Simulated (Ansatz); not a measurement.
**One shape, several levels: triplet WOF4**

Wanted: a comparison of 3 runs (UHF/def2-SVP, UBLYP/def2-SVP, UCCSD/def2-SVP) of triplet WOF4. 

The results are computed with Ansatz 0.2.0.

## 1. The structure to begin with

The species is WOF4 (6 atoms), meant as a triplet with charge 0. SMILES of the parent species: `O=[W](F)(F)(F)F`. Geometry: relaxed at PBE0-D4/def2-TZVP. That shape belongs to the parent species and isn't relaxed for this state.

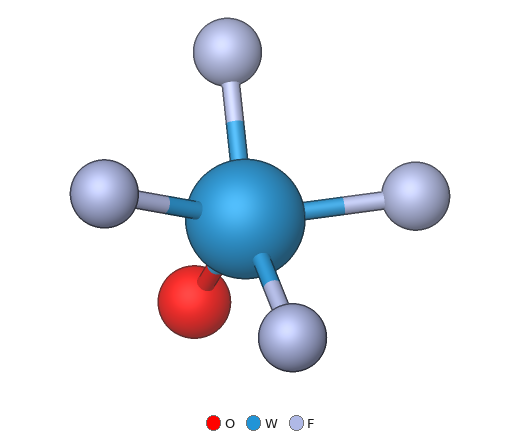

Viewed from a chosen angle; oxygen red, tungsten blue, fluorine light blue.

## 2. The energy at UHF/def2-SVP (core potential) (run 1)

Contents of molecule.yaml:

```yaml
crystal:
  periodic: [false, false, false]
  atoms:
    - {symbol: O, position_ang: [-1.628740, -0.246930, -0.471180]}
    - {symbol: W, position_ang: [-0.040770, -0.006180, -0.011790]}
    - {symbol: F, position_ang: [-0.123740, 1.167320, 1.412930]}
    - {symbol: F, position_ang: [0.534690, 1.440420, -1.006790]}
    - {symbol: F, position_ang: [0.958650, -1.040750, -1.171390]}
    - {symbol: F, position_ang: [0.299900, -1.313890, 1.248240]}
basis:
  gaussian:
    orbitals: def2-SVP
total_charge: 0
magnetization:
  spin_polarized: true
  initial_magnetization: 2
hamiltonian:
  xc: hf
accuracy: high
output:
  orbitals: {seedname: orbitals}
```

Launch:

```sh
$ ansatz run molecule.yaml --threads 1 --pin off --max-ram 3480MiB --events-out events.jsonl --progress --plain --runs-dir runs
```

Log (excerpt; [...] marks lines left out):

```text
Warning: RAYON_NUM_THREADS=1 ignored (pool sized by the plan → 1); use --threads N
Functional definition: HF
  name "HF"
[...]
2191 factors; integrals over basis functions are off by at most 8.4e-9 eV
[...]
mean field -14658.10845662 eV, -538.6755501580 hartree, gradient 1.5e-8 eV, S^2 2.008048; 6 other end points of the search recorded, 0 dependent functions left out
reference -14658.10845662 eV, -538.6755501580 hartree; 30, 28 occupied and 72, 74 virtual orbitals, 2191 factors
Total energy: -14658.10845662 eV, -538.6755501580 hartree
```

Wall time 40 s (1 thread of Intel Xeon 6975P-C (Granite Rapids), shared host); peak memory 0.58 GiB.

## 3. A single-point energy at UBLYP/def2-SVP (core potential) (run 2)

Contents of run.yaml:

```yaml
crystal:
  periodic: [false, false, false]
  atoms:
    - {symbol: O, position_ang: [-1.628740, -0.246930, -0.471180]}
    - {symbol: W, position_ang: [-0.040770, -0.006180, -0.011790]}
    - {symbol: F, position_ang: [-0.123740, 1.167320, 1.412930]}
    - {symbol: F, position_ang: [0.534690, 1.440420, -1.006790]}
    - {symbol: F, position_ang: [0.958650, -1.040750, -1.171390]}
    - {symbol: F, position_ang: [0.299900, -1.313890, 1.248240]}
basis:
  gaussian:
    orbitals: def2-SVP
magnetization:
  spin_polarized: true
  initial_magnetization: 2
hamiltonian:
  xc: {name: BLYP}
accuracy: high
output:
  orbitals: {seedname: orbitals}
```

Launch:

```sh
$ ansatz run run.yaml --threads 1 --pin off --max-ram 3480MiB --events-out events.jsonl --progress --plain --runs-dir runs
```

Log (excerpt; [...] marks lines left out):

```text
Warning: RAYON_NUM_THREADS=1 ignored (pool sized by the plan → 1); use --threads N
Functional definition: BLYP
  name "BLYP"
[...]
2191 factors; integrals over basis functions are off by at most 8.4e-9 eV
[...]
mean field -14731.25275133 eV, -541.3635534098 hartree, gradient 2.9e-8 eV, S^2 2.002965; 13 other end points of the search recorded, 0 dependent functions left out
reference -14731.25280405 eV, -541.3635553470 hartree; 30, 28 occupied and 72, 74 virtual orbitals, 2191 factors
Total energy: -14731.25280405 eV, -541.3635553470 hartree
```

Run time: 53 s. Hardware: 1 thread of Intel Xeon 6975P-C (Granite Rapids), shared host; peak memory 0.43 GiB.

## 4. The energy at UCCSD/def2-SVP (core potential) (run 3)

Edit run.yaml of step 3 so:

```diff
@@ -15,6 +15,7 @@
   initial_magnetization: 2
-hamiltonian:
-  xc: {name: BLYP}
+correlation:
+  method: ccsd
+  frozen_orbitals: {F: 1, O: 1, W: 0}
 accuracy: high
-output:
-  orbitals: {seedname: orbitals}
+scf:
+  omitted_lower_state_checks: [cluster_reference, increment]
```

Launch:

```sh
$ ansatz run run.yaml --threads 1 --pin off --max-ram 3480MiB --events-out events.jsonl --progress --plain --runs-dir runs
```

Log:

```text
Warning: RAYON_NUM_THREADS=1 ignored (pool sized by the plan → 1); use --threads N
[... 20 lines left out ...]
5 core orbitals not correlated: weight in the atoms' cores, before any rotation towards them, 1.000 or more for the frozen orbitals, at most 0.000 for the correlated occupied ones
[... 52 lines left out ...]
Total energy: -14690.65552674 eV, -539.8716329236 hartree
Checks for a lower state left out: cluster_reference, increment
```

It took 5.1 min on 1 thread of Intel Xeon 6975P-C (Granite Rapids), shared host; peak memory 2.4 GiB.

## 5. All runs side by side

| run | level | frozen core orbitals | energy (Eh) | HOMO energy (eV) | ⟨S²⟩ | wall time |
| --- | --- | --- | --- | --- | --- | --- |
| 1 | UHF/def2-SVP (core potential) | – | -538.675550 | -11.61 | 2.008 | 40 s |
| 2 | UBLYP/def2-SVP (core potential) | – | -541.363555 | -4.03 | 2.003 | 53 s |
| 3 | UCCSD/def2-SVP (core potential) | 5 | -539.871633 | – | 2.008 | 5.1 min |

## 6. What came out

```
                                          quantity          value
                               run 3: total energy  -539.87163 Eh
run 3: correlation energy (5 core orbitals frozen)    -1196.1 mEh
          run 3: ⟨S²⟩ of the reference determinant          2.008
                              run 3: T1 diagnostic          0.027
```

All runs together took 6.6 min, the longest 5.1 min.
